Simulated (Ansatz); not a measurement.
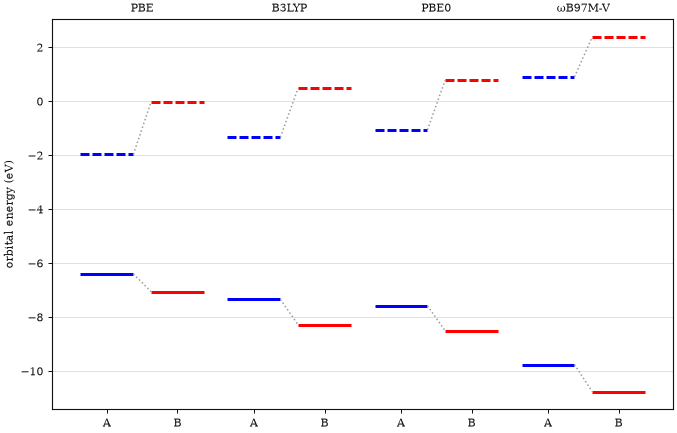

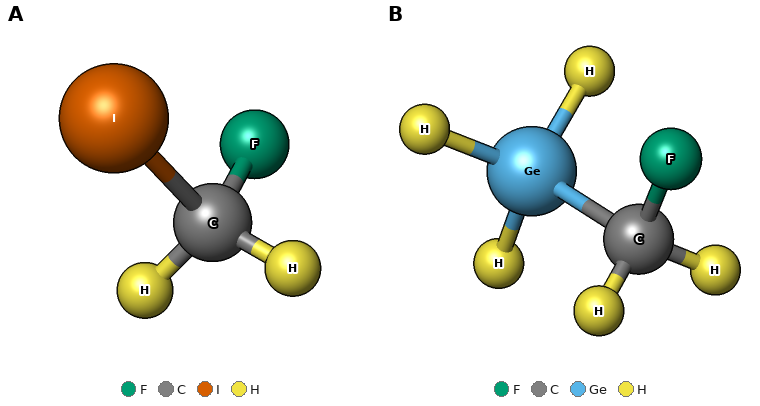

One change: A, CH₂FI (SMILES FCI), becomes B, CH₅FGe (SMILES F[CH2][GeH3]). I on C is replaced by GeH₃. HOMO (solid) and LUMO (dashed) computed in def2-TZVPP at PBE0-D4/def2-TZVP geometries, both minima by their frequencies, gas phase, the Ansatz code 0.2.0. Empty levels above zero depend strongly on the basis.

**What does the change do to HOMO and LUMO?**

PBE: the HOMO falls by 0.65 eV, the LUMO rises by 1.93 eV, and the separation goes from 4.43 to 7.02 eV. B3LYP: the HOMO falls by 0.94 eV, the LUMO rises by 1.81 eV, and the separation goes from 6.01 to 8.77 eV. PBE0: the HOMO falls by 0.92 eV, the LUMO rises by 1.83 eV, and the separation goes from 6.52 to 9.28 eV. ωB97M-V: the HOMO falls by 1.00 eV, the LUMO rises by 1.47 eV, and the separation goes from 10.66 to 13.14 eV.

**Do the functionals agree on the effect?**

They agree on the direction for both levels; the HOMO shift lies between −1.00 and −0.65 eV and the LUMO shift between 1.47 and 1.93 eV, while the separations themselves differ by up to 6.2 eV between functionals.

Note: core potentials past krypton; spin-orbit coupling is left out, and with I it can shift these values.
